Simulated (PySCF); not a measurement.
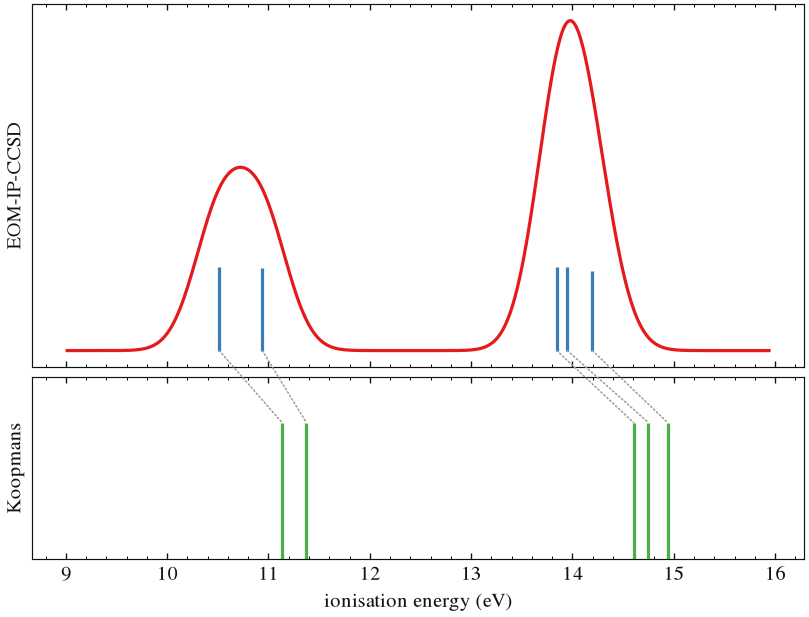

Valence photoelectron lines of CH₅Al, SMILES [CH3][AlH2], singlet: vertical EOM-IP-CCSD/aug-cc-pVDZ (frozen core, PySCF 2.14.0, at a PBE0-D3(BJ)/def2-SVP geometry (no frequency check); 5 lines, one for each of the 5 highest orbitals, so a line of a deeper orbital can be missing among them) above, Hartree-Fock orbital energies with the sign turned below, non-relativistic; dotted lines join each line to its leading orbital. Stick heights are one-hole weights (summed over degenerate lines), not cross-sections; Gaussian width 0.60 eV.

Question: What is the first vertical ionisation energy, and how far is Koopmans' value off?

Answer: 10.51 eV from the HOMO; Koopmans gives 11.13 eV, 0.62 eV too high.

Question: List the lines.

Answer:
```csv
hole,EOM-IP-CCSD (eV),Koopmans (eV),one-hole weight
HOMO,10.51,11.13,0.95
HOMO-1,10.94,11.37,0.94
HOMO-2,13.84,14.60,0.95
HOMO-3,13.95,14.75,0.95
HOMO-4,14.20,14.94,0.91
```

Caveats: small basis, so the lines can lie some tenths of an eV too low.
